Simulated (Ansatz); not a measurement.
Partial pair distribution functions of a relaxed model of amorphous Ge$_{12}$Sb$_{12}$Te$_{28}$C$_{4}$, broadened by 0.06 Å; density 5.62 g/cm³. Calculation: PBE, scalar-relativistic without spin-orbit coupling, PAW (Ansatz default set, large-core Te) (plane waves to 420 eV; Ansatz, a program for electronic structure).

It comes from a melt-quench run on a machine-learned potential (CHGNet), relaxed afterwards by DFT. The hot cell started wider than the set density and was brought back towards it in steps. It is the lowest in DFT energy of 4 quenches. It is a model cell: composition and starting density were chosen by hand, and all elements were melted together. No dispersion term was used. Its density started from a set value of 5.62 and ended at 5.62 g/cm³. The quench (nominally 50 K/ps over its main leg) was far faster than any real one, so the model tends to hold more defects than a real film. Values belong to this one cell and scatter from quench to quench. The volume was held where the preparation left it and the shape relaxed, at a PBE pressure of 0.6 GPa. Stress components on the final sampling reach 0.6 GPa. On a 2×2×2 Γ-centred mesh force components of up to 0.22 eV/Å stay, since the relaxation ran on one k-point at (1/4, 1/4, 1/4).

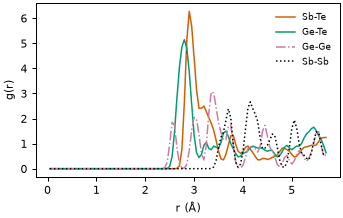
Fig. 1. Partial pair distribution functions

Highest peaks under 4.5 Å: Sb-Te near 2.90 Å, Ge-Te near 2.80 Å, Ge-Ge near 3.35 Å, Sb-Sb near 4.15 Å; pairs of few atoms are noisy.

Within 3.42 Å each Sb has 4.00 Te neighbours on average.
